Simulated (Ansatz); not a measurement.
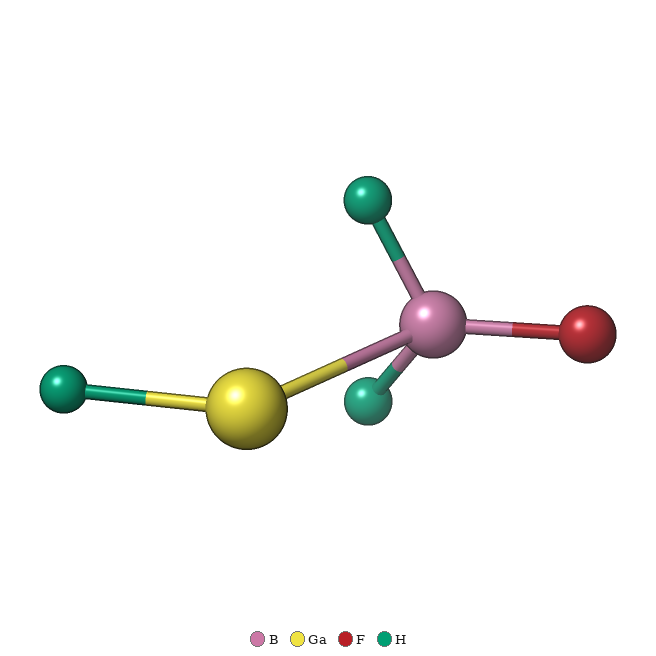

Rendered structure (ball-and-stick style).

The geometry was computed by an optimisation with PBE0-D4/def2-TZVP. No frequency run is at hand to confirm it as a minimum.

Question: Count the atoms of each element.

Answer: BFGaH₃, 6 atoms: 1 boron, 1 fluorine, 1 gallium and 3 hydrogen.

Question: Which point group does it belong to?

Answer: Cs.

Question: Count the bonded pairs by element.

Answer: 2 B–H, 1 B–Ga, 1 Ga–H, 1 B–F. Sticks follow a distance rule.

Question: How many atoms are distinct by symmetry?

Answer: 5: 1 B, 1 Ga, 1 F, 2 H, 1 H.

The parts below concern this one geometry. Atoms keep their numbers from picture to picture.

**Geometry**

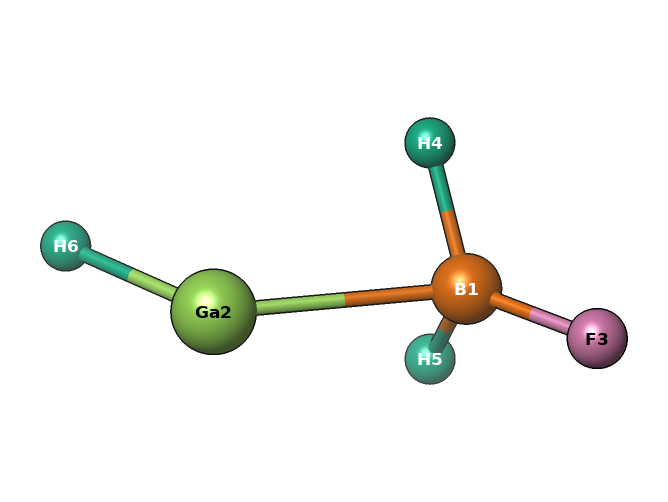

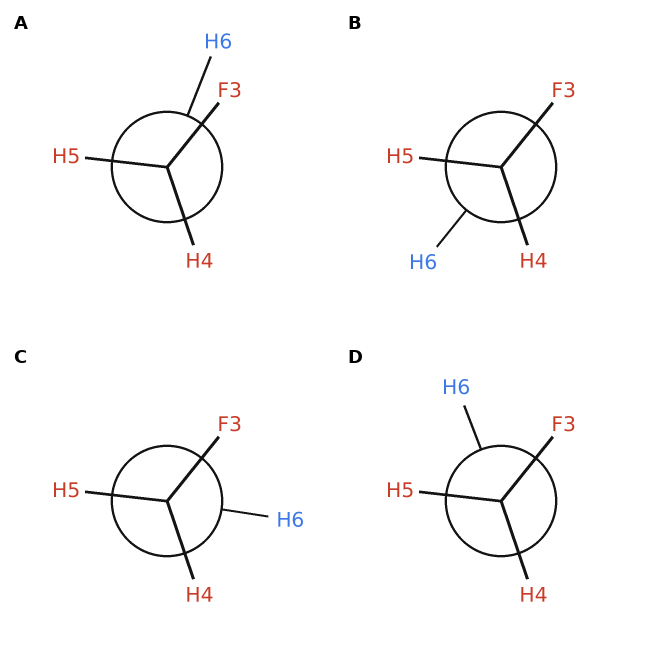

Depth is shown by fading: the farther an atom, the more it takes the colour of the background. Bonds that would overlap in a projection are set slightly apart. No frequency run is at hand to confirm it as a minimum.

Question: Which Newman projection shows the view along B1–Ga2, with B1 in front?

Answer: B. The torsion angle F3–B1–Ga2–H6 is 180°, antiperiplanar (anti).

**Electronic properties**

No frequency run is at hand to confirm it as a minimum. Properties computed with RKS PBE0-D4/def2-TZVPP (Ansatz 0.2.0).

Question: Give the HOMO energy (Kohn–Sham orbital) at this level.

Answer: −6.75 eV.

Question: Give the LUMO energy (Kohn–Sham orbital) at this level.

Answer: −2.18 eV.

**Charges**

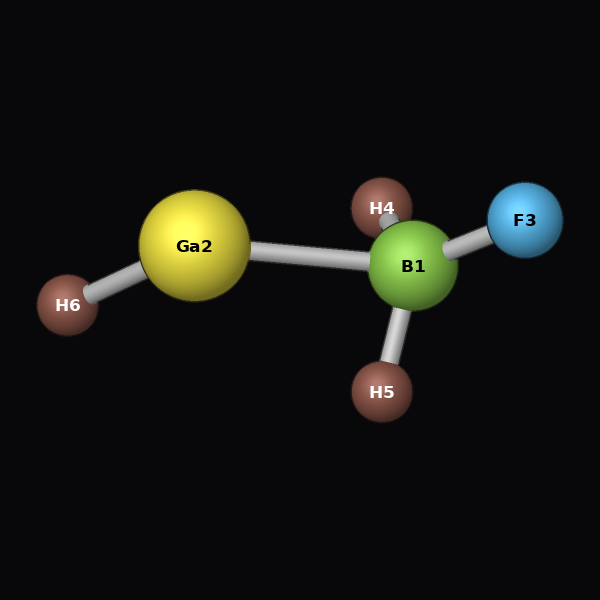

The questions are on Mulliken charges. No frequency run is at hand to confirm it as a minimum. Method: RKS PBE0-D4/def2-TZVP (Ansatz 0.2.0).

Question: Which atom carries the highest charge (most positive or least negative)?

Answer: B1 (0.19 e).

Question: And the lowest?

Answer: F3 (−0.25 e).

List the Mulliken charges.

```tsv
atom	value (e)
B1	0.19
Ga2	0.13
F3	−0.25
H4	0.00
H5	0.00
H6	−0.07
```

**Dipole moment**

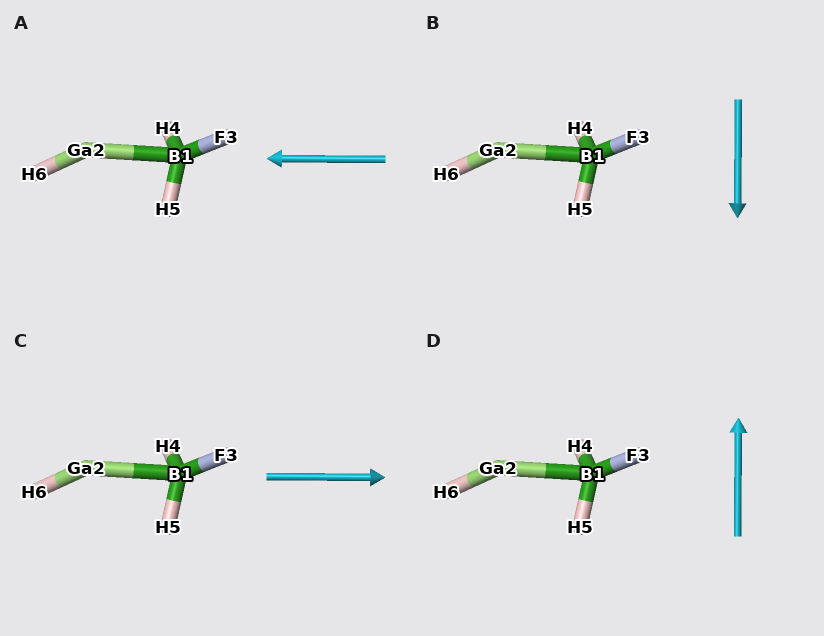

The same molecule four times, each with an arrow. No frequency run is at hand to confirm it as a minimum. Properties computed with RKS PBE0-D4/def2-TZVP (Ansatz 0.2.0).

Question: Which arrow points along the dipole moment, from the negative to the positive end?

Answer: A. The dipole moment is 2.50 D; it points from the side of F3 to the side of H6 (the outermost atoms at the two ends).

Mulliken values depend strongly on the basis set and can even reverse the polarity of a bond.
